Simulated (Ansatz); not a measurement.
# In3Sb (model cell, started as BiF3 type): from the cell to its phonons, part 2 of 2

Aim: the vibrations of In3Sb (model cell, started as BiF3 type), their spectra, and whether the structure is stable.

Ansatz 0.2.0; DFT PBEsol, scalar-relativistic, plane waves, PAW.

So far. Step 4 (Relaxing to small forces for the phonons): The forces vanish by symmetry and the pressure is -0.007 GPa, within the tolerances set. The cell now holds 26.09 Å³/atom. The relaxed cell has a = 7.473 Å (conventional setting).

The structure was built from a prototype and need not be the compound's stable phase.

## Step 5: Linear response at the zone centre

The zone centre comes first: it holds the modes that light can see, as far as symmetry allows. No field response is asked, since the mesh shows no gap.

input.yaml reads:

```yaml
crystal:
  lattice:
    - [0.0, 3.7366996105, 3.7366996105]
    - [3.7366996105, 0.0, 3.7366996105]
    - [3.7366996105, 3.7366996105, 0.0]
  atoms:
    - { symbol: Sb, position: [0.0, 0.0, 0.0] }
    - { symbol: In, position: [0.25, 0.25, 0.25] }
    - { symbol: In, position: [0.75, 0.75, 0.75] }
    - { symbol: In, position: [0.5, 0.5, 0.5] }
kpoints:
  mp_grid: { grid: [8, 8, 8] }
hamiltonian:
  xc: pbesol
scf:
  occupations: { method: methfessel_paxton, width: 0.15 }
output:
  eigenvalues: true
phonons:
  method: dfpt
```

Started as:

```console
$ ansatz run input.yaml --threads 4 --pin off --max-ram 7168MiB --backend cpu --events-out ev --progress --plain --runs-dir out
```

Numbers of over 12 decimals in the logs are rounded to 6 here.

What it wrote:

```text
zone centre: on kpoints.mp_grid the ground state, and the responses unless they are solved on pairs of k-points, stand on 59 of the mesh's 512 k-points, reduced under 8 symmetry operations, with k and −k counted as one. Each operation leaves every solved displacement unchanged or reverses it
[...]
Crystal: 4 atoms, lattice volume = 104.351 Å³
Basis set: ecut = 420 eV, 2085 PW (Γ), exchange–correlation on 72×72×72 points (8 copies of the dense FFT grid, shifted against one another)
Bands: 33, of which v1, the nominal top of the filled ones, is band 27 counted from 1 (26 counted from 0)
Symmetry: 48 space group operations
k-points: 59 of 512 (irreducible under 8 space group operations, time reversal used)
[...]
SCF iter   1: F=—  HF=-22984.212725 eV  |F-HF|=—  |Δ(HF+E_count)|=         —  Δρ=2.95e-3  dr2=8.89e-3  ethr=1.77e-3  ⟨swp⟩=9.5  Hψ=19722  notcnv=0  defer=75
automatic band count: the SCF goes on with 39 bands, as 33 were too few: they end inside the smearing window of the response
[...]
SCF iter   2: F=—  HF=-22984.204541 eV  |F-HF|=—  |Δ(HF+E_count)|=   8.18e-3  S|Δr|=    0.00e0  Δρ=1.70e-3  dr2=3.23e-3  ethr=1.65e-5  ⟨swp⟩=2.2  Hψ=3872  notcnv=0  defer=75
[...]
SCF iter  10: F=-22984.203275 eV  HF=-22984.203275 eV  |F-HF|=7.28e-12  |Δ(HF+E_count)|=  1.46e-11  S|Δr|=    0.00e0  Δρ=2.01e-8  dr2=4.16e-13  ethr=1.00e-12  ⟨swp⟩=5.2  Hψ=8622  notcnv=0
SCF 1 converged in 10 iterations: F = -22984.203275 eV  dr2 = 4.16e-13
[...]
DFPT response loops at Γ: preconditioner auto → Kerker (q_TF=auto, 2.445 Å⁻¹) (partly filled bands, converged f_vac=0.000); β = 1.00, the filter's whole step (`scf.mixing.beta` (0.50) is not read by the response loops under this deck's `scf.mixing.preconditioner`; to damp them name `kerker` or `kerker_dos`, under which they read `scf.mixing.beta`, and type it under 1.00, their step now; both keys bind the ground state too); Broyden in place of MSR1
SCF converged after 10 iterations
[...]
Free energy (F): -22984.203275 eV
[...]
Internal energy: -22984.200870 eV  (E = F + TS)
E sigma→0 (E₀):  -22984.202674 eV
Entropy (-TS):   -0.002404 eV (-0.601 meV/atom)
Fermi energy:    10.679058 eV
[...]
--- Band table (eV; the first three rows and the last of 59) ---
  k-point 0: bands = [... 23 lower, 8.8904, 8.8904, 8.8904, 10.3348, 10.3348, 10.3348, 10.7615, 11.4107, ... 8 higher]
  k-point 1: bands = [... 23 lower, 8.6993, 8.6993, 8.9377, 9.6771, 10.4904, 10.4904, 11.3829, 11.3829, ... 8 higher]
  k-point 2: bands = [... 23 lower, 8.4296, 8.4296, 8.7544, 9.7417, 10.1655, 10.1655, 12.0985, 12.0985, ... 8 higher]
  k-point 58: bands = [... 23 lower, 4.4385, 9.2082, 9.5452, 9.9838, 9.9838, 13.7403, 13.7403, 15.2043, ... 8 higher]
--- Phonons (Γ-DFPT): 3 representative perturbations + reference, on 59 of 512 k-points (Σ response iterations 9) ---
  k mesh reduced under 8 symmetry operations, with k and −k counted as one. Each operation leaves every solved displacement unchanged or reverses it
  ASR residual: 5.575e-5 → 0.000e0 eV/Å²; symmetrization residual: 4.055e-5 eV/Å²
  ASR residual per site (eV/Å²): 9.87e-6 8.20e-6 8.20e-6 5.58e-5
  Γ frequencies (cm⁻¹): 0.00 0.00 0.00 57.04 57.04 57.04 62.75 62.75 62.75 86.92 86.92 86.92
  non-analytic LO–TO correction: not included (Born effective charges unavailable; polar crystals: no LO–TO splitting at Γ)
```

Wall time 23 s (4 threads of Arm Neoverse V2, shared host); peak memory 1.1 GiB.

In the SCF lines HF is the Harris–Foulkes energy and dr2 the Hartree energy of the density residual, in eV; the loop may stop once dr2 is under the threshold and the program's other checks hold. Hψ counts applications of the Hamiltonian.

This step gave:

* sum-rule residual before enforcement: 5.58e-5 eV/Å²
* point group: m-3m
* highest optical mode at the zone centre (no LO-TO term): 86.92 cm⁻¹
* lowest optical zone-centre mode: 57.04 cm⁻¹

Patterns of degenerate modes are one choice out of their space. The modes at Γ (shares of kinetic energy by element, %):

| mode | frequency (cm⁻¹) | symmetry | Sb % | In % |
| --- | --- | --- | --- | --- |
| 1 | 0.0 | acoustic | 26 | 74 |
| 2 | 0.0 | acoustic | 26 | 74 |
| 3 | 0.0 | acoustic | 26 | 74 |
| 4 | 57.0 | T1u | 41 | 59 |
| 5 | 57.0 | T1u | 41 | 59 |
| 6 | 57.0 | T1u | 41 | 59 |
| 7 | 62.8 | T2g | 0 | 100 |
| 8 | 62.8 | T2g | 0 | 100 |
| 9 | 62.8 | T2g | 0 | 100 |
| 10 | 86.9 | T1u | 33 | 67 |
| 11 | 86.9 | T1u | 33 | 67 |
| 12 | 86.9 | T1u | 33 | 67 |

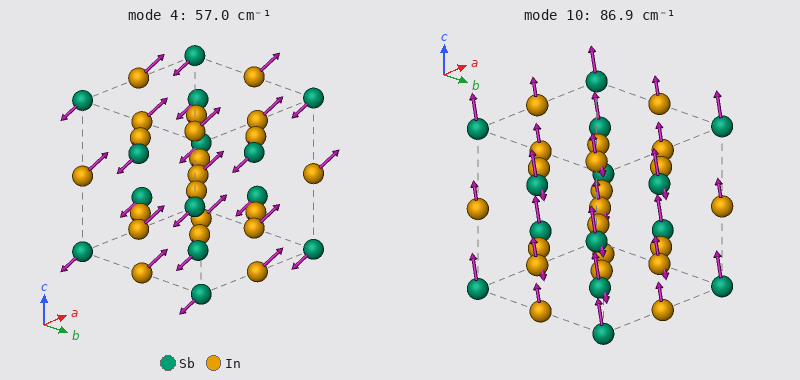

Displacement patterns of modes 4 and 10 at Γ; arrows are exaggerated. Some periodic images of atoms are drawn too.

Before it was imposed, the acoustic sum rule was missed by 5.6e-5 eV/Å². Small misses are needed for a sound result but don't prove that mesh and cutoff are converged. The lowest optical mode is real, 57.0 cm⁻¹.

## Step 6: Phonons on a q mesh

Stability and thermal properties need the whole zone. Linear response on a 2×2×2 q mesh gives force constants as far as a supercell of that size would.

input.yaml: that of step 5 with these lines changed.

```diff
@@ -20 +20,8 @@
   method: dfpt
+  qmesh: [2, 2, 2]
+  temperatures: { t_max: 1000, t_step: 50 }
+  qpath:
+    path:
+      - [[0.0, 0.0, 0.0], [0.5, 0.0, 0.5], [0.625, 0.25, 0.625]]
+      - [[0.375, 0.375, 0.75], [0.0, 0.0, 0.0], [0.5, 0.5, 0.5], [0.5, 0.25, 0.75], [0.5, 0.0, 0.5]]
+    npoints: 10
```

What it wrote:

```text
Warning: phonons: the dynamical matrix that this run interpolates holds no multipole term above the dipole-dipole one, and a site of this crystal is no centre of inversion, so its interpolated transverse optical and acoustic branches and sound speeds can stay off near Gamma, and the density of states and the thermodynamics with them. What a run solves at a wave vector of phonons.qpoints, Gamma apart, where the deck admits one, is free of this, and under fd what a larger phonons.supercell samples
[...]
Crystal: 4 atoms, lattice volume = 104.351 Å³
Basis set: ecut = 420 eV, 2085 PW (Γ), exchange–correlation on 72×72×72 points (8 copies of the dense FFT grid, shifted against one another)
Bands: 33, of which v1, the nominal top of the filled ones, is band 27 counted from 1 (26 counted from 0)
Symmetry: 48 space group operations
k-points: 29 of 512
[...]
SCF iter   1: F=—  HF=-22984.212715 eV  |F-HF|=—  |Δ(HF+E_count)|=         —  Δρ=2.93e-3  dr2=8.81e-3  ethr=1.77e-3  ⟨swp⟩=9.8  Hψ=9744  notcnv=0  defer=38
[...]
SCF iter  10: F=-22984.203275 eV  HF=-22984.203275 eV  |F-HF|=0.00e0  |Δ(HF+E_count)|=  4.00e-11  S|Δr|=    0.00e0  Δρ=2.43e-8  dr2=6.18e-13  ethr=1.00e-12  ⟨swp⟩=5.3  Hψ=4277  notcnv=0
SCF 1 converged in 10 iterations: F = -22984.203275 eV  dr2 = 6.18e-13
[...]
SCF iter   6: F=-22984.203275 eV  HF=-22984.203275 eV  |F-HF|=1.09e-11  |Δ(HF+E_count)|=  7.28e-12  S|Δr|=    0.00e0  Δρ=1.15e-7  dr2=7.44e-12  ethr=1.00e-12  ⟨swp⟩=1.2  Hψ=2077  notcnv=0
SCF 2 converged in 6 iterations: F = -22984.203275 eV  dr2 = 7.44e-12
phonons: the bands overlap, so this run is a metal and interpolates without the dipole-dipole term. If the crystal is really an insulator or semiconductor, its LO-TO splitting is missing
NSCF: frozen V_eff on 29 k-points
WARN: eigensolver did not converge in 2 slots of this pass, the one above among them; of largest residual over every band (k=0): 1 band(s) unlocked (lowest unlocked band 38, counted from 0; max residual 1.03e-5 eV among the unlocked bands, 1.03e-5 eV over every band); of lowest unlocked band (k=0): band 38
[...]
DFPT response loops at q = (0, 0, 0) (fractional): preconditioner auto → Kerker (q_TF=auto, 2.445 Å⁻¹) (partly filled bands, converged f_vac=0.000); β = 1.00, the filter's whole step (`scf.mixing.beta` (0.50) is not read by the response loops under this deck's `scf.mixing.preconditioner`; to damp them name `kerker` or `kerker_dos`, under which they read `scf.mixing.beta`, and type it under 1.00, their step now; both keys bind the ground state too); Broyden in place of MSR1
[...]
SCF converged after 10 iterations
[...]
Free energy (F): -22984.203275 eV
[...]
Internal energy: -22984.200870 eV  (E = F + TS)
E sigma→0 (E₀):  -22984.202674 eV
Entropy (-TS):   -0.002404 eV (-0.601 meV/atom)
Fermi energy:    10.679058 eV
[...]
--- Band table (eV; the first three rows and the last of 29) ---
  k-point 0: bands = [... 23 lower, 8.8904, 8.8904, 8.8904, 10.3348, 10.3348, 10.3348, 10.7615, 11.4107, ... 8 higher]
  k-point 1: bands = [... 23 lower, 8.6993, 8.6993, 8.9377, 9.6771, 10.4904, 10.4904, 11.3829, 11.3829, ... 8 higher]
  k-point 2: bands = [... 23 lower, 8.4296, 8.4296, 8.7544, 9.7417, 10.1655, 10.1655, 12.0985, 12.0985, ... 8 higher]
  k-point 28: bands = [... 23 lower, 4.4385, 9.2082, 9.5452, 9.9838, 9.9838, 13.7403, 13.7403, 15.2043, ... 8 higher]
--- Phonons (Γ-DFPT): 3 representative perturbations + reference (Σ response iterations 9) ---
  ASR residual: 5.367e-5 → 0.000e0 eV/Å²; symmetrization residual: 3.998e-5 eV/Å²
  ASR residual per site (eV/Å²): 6.67e-6 6.41e-6 6.41e-6 5.37e-5
[...]
--- Phonons (arbitrary-q DFPT): 3 irreducible q on the 2×2×2 mesh ---
  q = [0.0000, 0.0000, 0.0000] (star 1, of the zone-centre solve; hermiticity 4.66e-5, symmetrization 9.12e-12): -0.00 -0.00 0.00 57.04 57.04 57.04 62.75 62.75 62.75 86.92 86.92 86.92
  q = [0.0000, 0.0000, -0.5000] (star 4, 3 solved perturbations on 150 of 512 k-point pairs; hermiticity 2.06e-5, symmetrization 5.41e-6): -33.56 20.32 20.32 34.34 34.34 41.42 76.56 86.18 86.18 92.41 92.97 92.97
  q = [0.0000, -0.5000, -0.5000] (star 3, 6 solved perturbations in 462 linear systems a pass and spin channel, the states on 95 of 512 k-point pairs; hermiticity 9.75e-5, symmetrization 4.35e-8): -23.13 -20.63 -20.63 46.94 46.94 55.01 61.90 61.90 68.43 80.53 108.47 108.47
  sum rule: each row above includes the acoustic sum rule's correction from the zone centre's row sums; it moved no ω² by more than (0.36 cm⁻¹)²
  mesh force constants: q→R imaginary residual 4.05e-17; ASR residual 5.367e-5 → 0.000e0 eV/Å²; symmetrization residual 1.332e-15 eV/Å²
  interpolated dispersion: 62 rows × 12 modes
  density of states and harmonic sums: on the 14×14×14 q-mesh, interpolated from the force constants of a 2×2×2 supercell (no non-analytic term)
  largest difference from the sums on the solved wave vectors: F 9.78e-2 eV, S 1.09e-4 and C_V 1.20e-5 eV/K
  zero-point energy: 0.040268 eV/cell   skipped modes (ω ≤ 0): 183, of them read as no rigid motion or as one in doubt: 180 (1.874e0 modes/cell left out, lowest -33.56 cm⁻¹)   left out of the sums: 1.56e-1 of the cell's modes: C_V's classical limit lies that fraction below 3 k_B per atom; for a crystal, a wire or a layer, F and S can be off by more, and a phonons.interpolated_qmesh denser along its periods is the remedy for the sampling
```

Elapsed: 1.8 min, on 4 threads; peak memory 1.7 GiB; 7.1 min of CPU time.

Numbers from this step:

```
sum-rule residual before enforcement                    : 5.37e-5 eV/Å²
lowest frequency on the path                            : -33.56 cm⁻¹
highest frequency on the path or at a solved wavevector : 108.5 cm⁻¹
lowest mode on the q mesh (acoustic modes at Γ apart)   : -33.56 cm⁻¹
```

Frequencies (cm⁻¹) solved at each irreducible wavevector; negative means imaginary. Frequencies by wavevector, by row:

| q in reciprocal lattice units | star | mode 1 | mode 2 | mode 3 | mode 4 | mode 10 | mode 11 | mode 12 |
| --- | --- | --- | --- | --- | --- | --- | --- | --- |
| 0 0 0 | 1 | 0 | 0 | 0 | 57 | 86.9 | 86.9 | 86.9 |
| 0 0 -0.5 | 4 | -33.6 | 20.3 | 20.3 | 34.3 | 92.4 | 93 | 93 |
| 0 -0.5 -0.5 | 3 | -23.1 | -20.6 | -20.6 | 46.9 | 80.5 | 108.5 | 108.5 |

Interpolated from a 2×2×2 q mesh. Phonon branches along the path, in cm⁻¹:

| point | branch 1 | branch 2 | branch 3 | branch 4 | branch 9 | branch 10 | branch 11 | branch 12 |
| --- | --- | --- | --- | --- | --- | --- | --- | --- |
| Γ | 0 | 0 | 0 | 57 | 63 | 87 | 87 | 87 |
| X | -23 | -21 | -21 | 47 | 68 | 80 | 108 | 108 |
| U | -19 | -15 | -15 | 35 | 86 | 89 | 101 | 106 |
| jump to K | -19 | -15 | -15 | 35 | 86 | 89 | 101 | 106 |
| Γ | 0 | 0 | 0 | 57 | 63 | 87 | 87 | 87 |
| L | -34 | 20 | 20 | 34 | 86 | 92 | 93 | 93 |
| W | -11 | -11 | 13 | 30 | 95 | 96 | 96 | 101 |
| X | -23 | -21 | -21 | 47 | 68 | 80 | 108 | 108 |

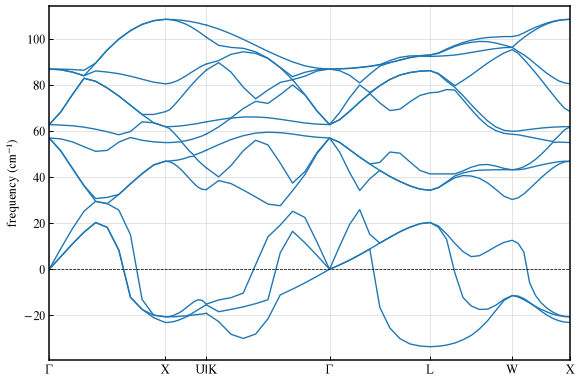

Phonon branches along the path.

The phonon density of states has structure finer than the step of the table below, so its rows give means over 10 cm⁻¹, whole bins alone (the curve runs from -33 to 109 cm⁻¹). Peaks (cm⁻¹: height): -29.0: 0.0807, -15.0: 0.0944, 19.0: 0.0667, 43.0: 0.173, 71.0: 0.149, 93.0: 0.242.

Tetrahedra on a 14×14×14 mesh, mean over bins of 2 cm-1. Interpolated from a 2×2×2 q mesh. Phonon density of states against wavenumber; means over each step:

| wavenumber (cm⁻¹) | phonon density of states (1/cm⁻¹/cell) |
| --- | --- |
| -20 | 0.0629 |
| -10 | 0.0557 |
| 0 | 0.0401 |
| 10 | 0.0521 |
| 20 | 0.0378 |
| 30 | 0.0404 |
| 40 | 0.137 |
| 50 | 0.0954 |
| 60 | 0.0966 |
| 70 | 0.113 |
| 80 | 0.110 |
| 90 | 0.148 |
| 100 | 0.145 |

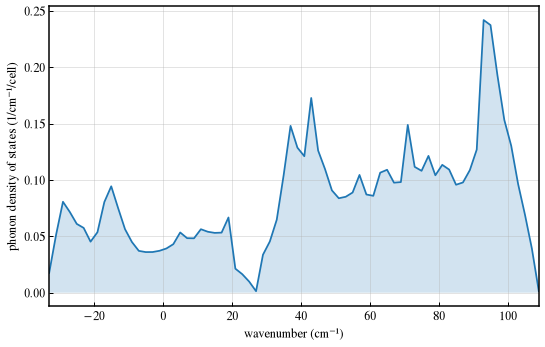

Phonon density of states, plotted against wavenumber.

The partial phonon density of states has structure finer than the step of the table below, so its rows give means over 10 cm⁻¹, whole bins alone (the curve runs from -43.4 to 122 cm⁻¹). Peaks (cm⁻¹: height): In -14.4: 0.0420, 41.6: 0.114, 71.7: 0.107, 94.5: 0.191; Sb -27.9: 0.0482, -14.4: 0.0445, 17.8: 0.0293, 45.8: 0.0288, 94.5: 0.0277.

Phonopy on the run's constants, 13x13x13 mesh, Gaussian sigma 2.0 cm-1. Interpolated from a 2×2×2 q mesh. The partial phonon density of states by wavenumber; means over each step; values in 1/cm⁻¹/cell:

| wavenumber (cm⁻¹) | In | Sb |
| --- | --- | --- |
| -30 | 0.0147 | 0.0353 |
| -20 | 0.0268 | 0.0376 |
| -10 | 0.0317 | 0.0305 |
| 0 | 0.0150 | 0.0125 |
| 10 | 0.0280 | 0.0235 |
| 20 | 0.0204 | 0.0212 |
| 30 | 0.0406 | 0.00516 |
| 40 | 0.108 | 0.0225 |
| 50 | 0.0740 | 0.0229 |
| 60 | 0.0889 | 0.0103 |
| 70 | 0.0984 | 0.0136 |
| 80 | 0.0868 | 0.0213 |
| 90 | 0.126 | 0.0220 |
| 100 | 0.126 | 0.0182 |
| 110 | 0.0160 | 0.00272 |

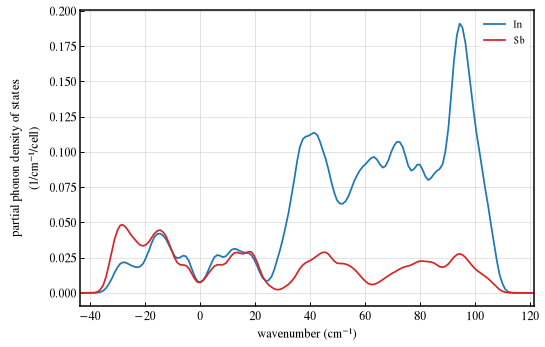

Partial phonon density of states, plotted against wavenumber.

Symmetry leaves 3 wavevectors to solve. The lowest mode among them, the acoustic zeros apart, lies at q = (0, 0, -0.5) and is imaginary, 33.6i cm⁻¹, so the energy falls along it.

## Step 7: Another isotope, element In, natural mass 114.818 amu

An isotope changes the mass and not the force constants, so no new electronic calculation is needed; the shifts show which modes move this element.

The same force constants with the mass of In changed from 114.818 to 112.904 u (phonopy, no LO-TO term). Both lists are sorted by frequency; levels can cross, so a row need not hold one and the same mode. Modes under 3 cm⁻¹ are left out. Isotope shifts, by row:

| q | rank | natural mass (cm⁻¹) | changed mass (cm⁻¹) |
| --- | --- | --- | --- |
| 0 0 0 | 4 | 57.04 | 57.33 |
| 0 0 0 | 5 | 57.04 | 57.33 |
| 0 0 0 | 6 | 57.04 | 57.33 |
| 0 0 0 | 7 | 62.75 | 63.28 |
| 0 0 0 | 8 | 62.75 | 63.28 |
| 0 0 0 | 9 | 62.75 | 63.28 |
| 0 0 0 | 10 | 86.92 | 87.41 |
| 0 0 0 | 11 | 86.92 | 87.41 |
| 0 0 0 | 12 | 86.92 | 87.41 |
| 0 0 -0.5 | 1 | -33.56 | -33.61 |
| 0 0 -0.5 | 2 | 20.32 | 20.4 |
| 0 0 -0.5 | 3 | 20.32 | 20.4 |
| 0 0 -0.5 | 4 | 34.34 | 34.63 |
| 0 0 -0.5 | 5 | 34.34 | 34.63 |
| 0 0 -0.5 | 6 | 41.42 | 41.77 |
| 0 0 -0.5 | 7 | 76.56 | 77.11 |
| 0 0 -0.5 | 8 | 86.18 | 86.58 |
| 0 0 -0.5 | 9 | 86.18 | 86.58 |
| 0 0 -0.5 | 10 | 92.41 | 93.19 |
| 0 0 -0.5 | 11 | 92.97 | 93.75 |
| 0 0 -0.5 | 12 | 92.97 | 93.75 |
| 0 -0.5 -0.5 | 1 | -23.13 | -23.15 |
| 0 -0.5 -0.5 | 2 | -20.63 | -20.73 |
| 0 -0.5 -0.5 | 3 | -20.63 | -20.73 |
| 0 -0.5 -0.5 | 4 | 46.94 | 47.18 |
| 0 -0.5 -0.5 | 5 | 46.94 | 47.18 |
| 0 -0.5 -0.5 | 6 | 55.01 | 55.47 |
| 0 -0.5 -0.5 | 7 | 61.9 | 62.42 |
| 0 -0.5 -0.5 | 8 | 61.9 | 62.42 |
| 0 -0.5 -0.5 | 9 | 68.43 | 68.94 |
| 0 -0.5 -0.5 | 10 | 80.53 | 81.21 |
| 0 -0.5 -0.5 | 11 | 108.5 | 109.2 |
| 0 -0.5 -0.5 | 12 | 108.5 | 109.2 |

A mode of this element alone would shift by +0.84 %. The highest zone-centre frequency without the field goes from 86.9 to 87.4 cm⁻¹ (+0.6 %). The product of the frequency ratios over all optical modes at Γ is 1.059; the product rule, (m/m′)^(3k/2) (M′/M)^(3/2) with k = 3 such atoms and M the mass of the cell, gives 1.059.

## Step 8: Another isotope, element Sb, natural mass 121.76 amu

The same for Sb, from 121.76 to 122.90 u.

The same force constants with the mass of Sb changed from 121.760 to 122.904 u (phonopy, no LO-TO term). Both lists are sorted by frequency; levels can cross, so a row need not hold one and the same mode. Modes under 3 cm⁻¹ are left out. Isotope shifts, by row:

| q | rank | natural mass (cm⁻¹) | changed mass (cm⁻¹) |
| --- | --- | --- | --- |
| 0 0 0 | 4 | 57.04 | 56.93 |
| 0 0 0 | 5 | 57.04 | 56.93 |
| 0 0 0 | 6 | 57.04 | 56.93 |
| 0 0 0 | 7 | 62.75 | 62.75 |
| 0 0 0 | 8 | 62.75 | 62.75 |
| 0 0 0 | 9 | 62.75 | 62.75 |
| 0 0 0 | 10 | 86.92 | 86.79 |
| 0 0 0 | 11 | 86.92 | 86.79 |
| 0 0 0 | 12 | 86.92 | 86.79 |
| 0 0 -0.5 | 1 | -33.56 | -33.43 |
| 0 0 -0.5 | 2 | 20.32 | 20.27 |
| 0 0 -0.5 | 3 | 20.32 | 20.27 |
| 0 0 -0.5 | 4 | 34.34 | 34.34 |
| 0 0 -0.5 | 5 | 34.34 | 34.34 |
| 0 0 -0.5 | 6 | 41.42 | 41.42 |
| 0 0 -0.5 | 7 | 76.56 | 76.51 |
| 0 0 -0.5 | 8 | 86.18 | 86 |
| 0 0 -0.5 | 9 | 86.18 | 86 |
| 0 0 -0.5 | 10 | 92.41 | 92.41 |
| 0 0 -0.5 | 11 | 92.97 | 92.97 |
| 0 0 -0.5 | 12 | 92.97 | 92.97 |
| 0 -0.5 -0.5 | 1 | -23.13 | -23.03 |
| 0 -0.5 -0.5 | 2 | -20.63 | -20.59 |
| 0 -0.5 -0.5 | 3 | -20.63 | -20.59 |
| 0 -0.5 -0.5 | 4 | 46.94 | 46.86 |
| 0 -0.5 -0.5 | 5 | 46.94 | 46.86 |
| 0 -0.5 -0.5 | 6 | 55.01 | 55.01 |
| 0 -0.5 -0.5 | 7 | 61.9 | 61.9 |
| 0 -0.5 -0.5 | 8 | 61.9 | 61.9 |
| 0 -0.5 -0.5 | 9 | 68.43 | 68.39 |
| 0 -0.5 -0.5 | 10 | 80.53 | 80.53 |
| 0 -0.5 -0.5 | 11 | 108.5 | 108.4 |
| 0 -0.5 -0.5 | 12 | 108.5 | 108.4 |

A mode of this element alone would shift by -0.47 %. The highest zone-centre frequency without the field goes from 86.9 to 86.8 cm⁻¹ (-0.1 %). The product of the frequency ratios over all optical modes at Γ is 0.990; the product rule, (m/m′)^(3k/2) (M′/M)^(3/2) with k = 1 such atoms and M the mass of the cell, gives 0.990.

## Step 9: Summary of results

```
space group after relaxation (within 0.01 Å)            : Fm-3m
volume per atom                                         : 26.1 Å³
electronic character                                    : no gap on this mesh
highest optical mode at the zone centre (no LO-TO term) : 86.9 cm⁻¹
lowest optical zone-centre mode                         : 57.0 cm⁻¹
lowest mode on the q mesh (acoustic modes at Γ apart)   : -33.6 cm⁻¹
highest frequency on the path or at a solved wavevector : 108 cm⁻¹
imaginary modes on the 2×2×2 q mesh                     : yes
```

What this shows: Modes are clearly imaginary (beyond 10i cm⁻¹) at 2 of the 3 irreducible wavevectors, most at q = (0, 0, -0.5) (33.6i cm⁻¹), so this structure is not a minimum of the energy. The optical modes at Γ span 57 to 87 cm⁻¹. The highest mode in this list at Γ, 86.9 cm⁻¹, has its largest share on In (67 % of the kinetic energy). With no gap, or one that is small against the smearing, the frequencies hang on the k mesh and the smearing, most of all near Kohn anomalies. Spin-orbit coupling is left out, which can matter for the heavy elements here. A phonon run warned that its eigensolver left some bands unconverged in a pass. The starting cell was built on a prototype and not taken from a measurement, so the phase need not exist. These are harmonic frequencies at zero temperature: anharmonic shifts, linewidths and thermal expansion are left out.

[Logs are printed without paths, hosts, clocks, repeated set-up lines and the standing remarks that a program may print on its own settings, such as how far it seeks lower states.]

[Hosts, paths, dates, database ids (printed as entryN), source tags and the programs' standing remarks are cut or masked in the printed files.]
